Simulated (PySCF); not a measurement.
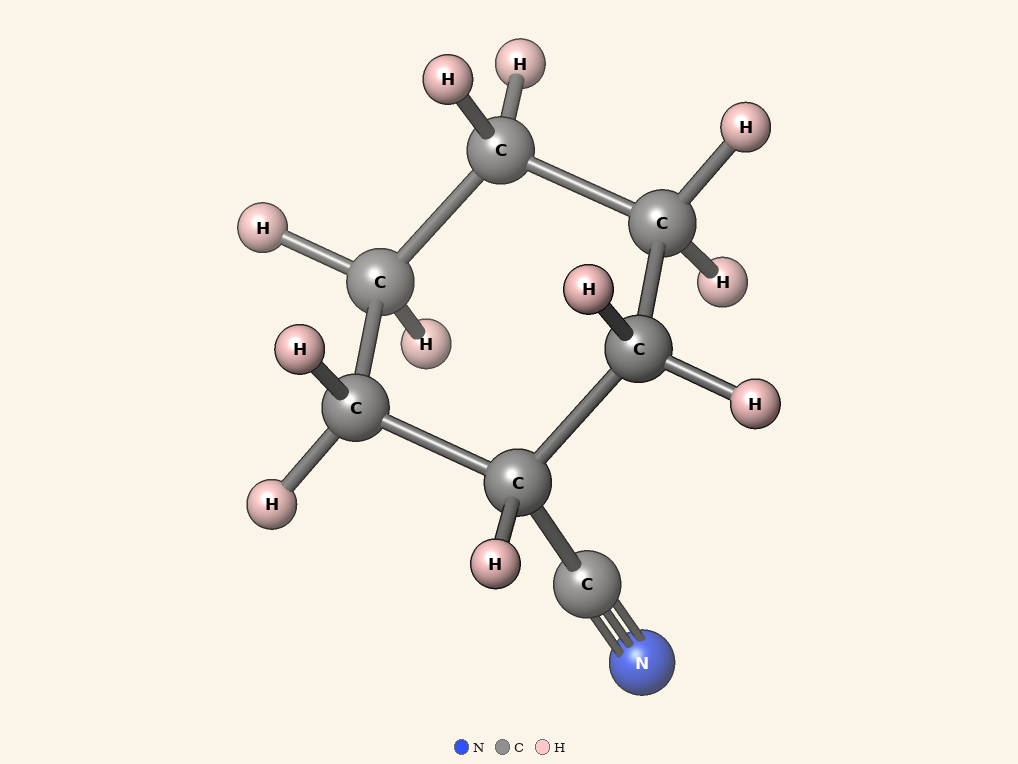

Orthographic view. Distant atoms are faded towards the background colour. The computed structure is the end point of a PBE0-D3(BJ)/def2-SVP optimisation. No frequency run is at hand to confirm it as a minimum.

Write the InChI string.

InChI=1S/C7H11N/c8-6-7-4-2-1-3-5-7/h7H,1-5H2
